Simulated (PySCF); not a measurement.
## A study: Cl3FTi, SMILES `F[Ti](Cl)(Cl)Cl`

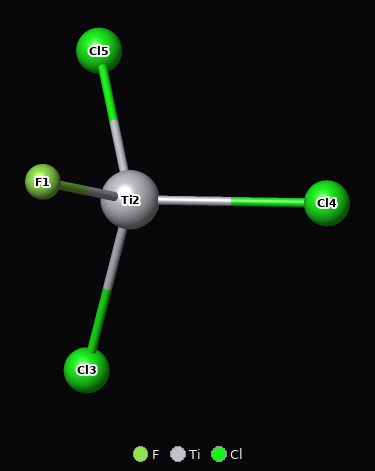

The molecule, with its atoms numbered as below. No frequency check shows the geometry to be a minimum.

Geometry (Å), atoms numbered from 1:

```
F1      -0.0007   -0.0003   -2.0004
Ti2     -0.0001   -0.0000   -0.3074
Cl3     -1.0602    1.6433    0.4857
Cl4      1.9535    0.0967    0.4853
Cl5     -0.8928   -1.7398    0.4859
```

Part 1: Bonding charge

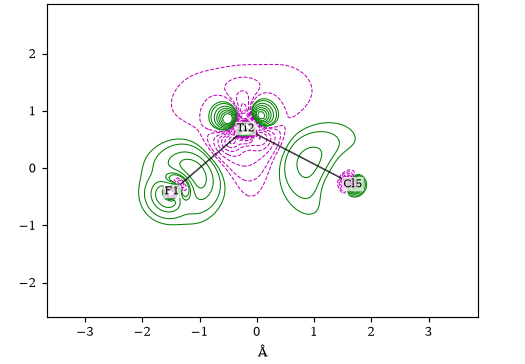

Deformation density (molecule less spherical, spin-averaged free atoms) in the plane of F1, Ti2 and Cl5; contours at ±0.05 to ±0.8 e/Å³; solid green lines: gain, dashed magenta lines: loss.

Computed with PySCF, ωB97X/def2-TZVP, geometry: GFN2-xTB. This is a single-reference result, which may miss multireference character in this system.

**Describe the bonding that the map shows.**

Ti2–Cl5: +0.17 e/Å³ at the bond critical point (bond length 2.11 Å, Mayer order 1.2). F1–Ti2: +0.14 e/Å³ at the bond critical point (bond length 1.69 Å, Mayer order 1.0). In all, 1.2 electrons gather in the regions of gain relative to the promolecule. A small or negative value marks a very polar bond, one between electron-rich atoms, whose free-atom densities already overlap strongly, a long bond to a heavier atom, or a closed-shell contact such as a hydrogen bond.

**Where do the Hirshfeld charges lie?**

The highest Hirshfeld charge is on Ti2 (+0.56 e), the lowest on F1 (−0.20 e).

Part 2: Local ionisation energy

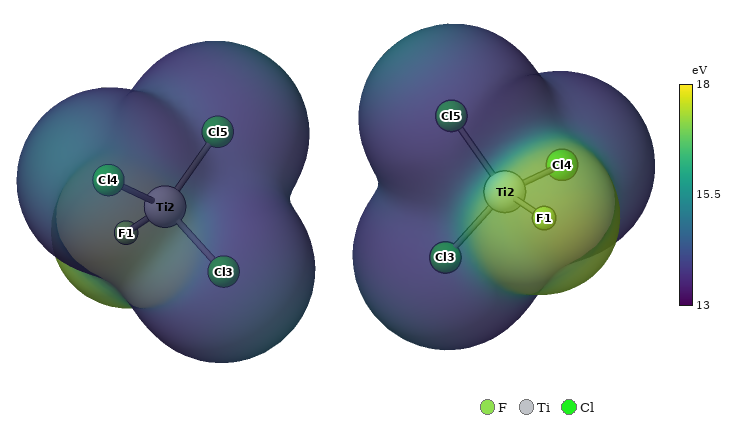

Average local ionisation energy on the surface of electron density 0.001 a.u. (back view left, front view right).

**Locate the minima of the map.**

The lowest value is 13.8 eV, 2.1 Å from Cl3, and at like points elsewhere. For comparison, the highest occupied orbital lies at −11.9 eV.

Part 3: In an electric field

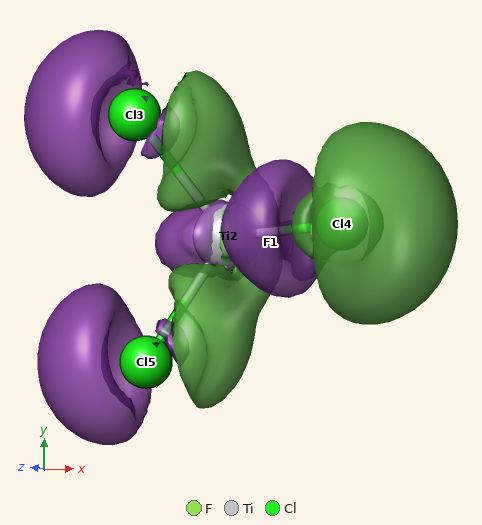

Change of the electron density in a uniform field of 0.21 V/Å, surfaces at ±0.0015 e/Å³ (purple: gain, green: loss).

PySCF calculation, ωB97X/def2-TZVP, gas phase; geometry: GFN2-xTB. This is a single-reference result, which may miss multireference character in this system. A basis without diffuse functions makes polarisabilities too small.

**Along which Cartesian direction does the field point?**

Along +x: electrons gather on the −x side, against the field.

**What dipole is induced, and what polarisability does it imply?**

The induced dipole is 0.75 D (along the field); α along this axis, from the fields in both directions, is 74 bohr³ (10.9 Å³).

**Which atoms gain and lose the most charge?**

Electrons gather most on Cl3 (Hirshfeld charge changes by −0.014 e) and leave Cl4 most (+0.027 e); 0.057 electrons are displaced in all.

Part 4: Removing or adding an electron

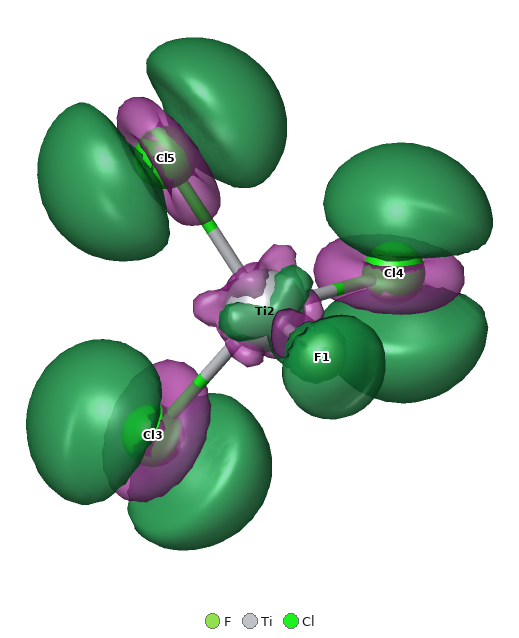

Fukui function f⁻ = ρ(N) − ρ(N−1) at fixed geometry, surfaces at ±0.015 e/Å³ (green positive, purple negative).

Level of theory: ωB97X/def2-TZVP (PySCF), at a geometry from GFN2-xTB. This is a single-reference result, which may miss multireference character in this system.

**On which atoms does the density change most on removal of an electron?**

f⁻ (Hirshfeld-condensed) is largest on Cl3, Cl4 and Cl5 (0.29 each); the vertical ionisation energy is 11.98 eV (the stability of the cation's solution wasn't checked). Condensed values hint at sites of electrophilic attack but needn't mark the atom that reacts. Orbital relaxation makes it negative in places (0.16 e in all).
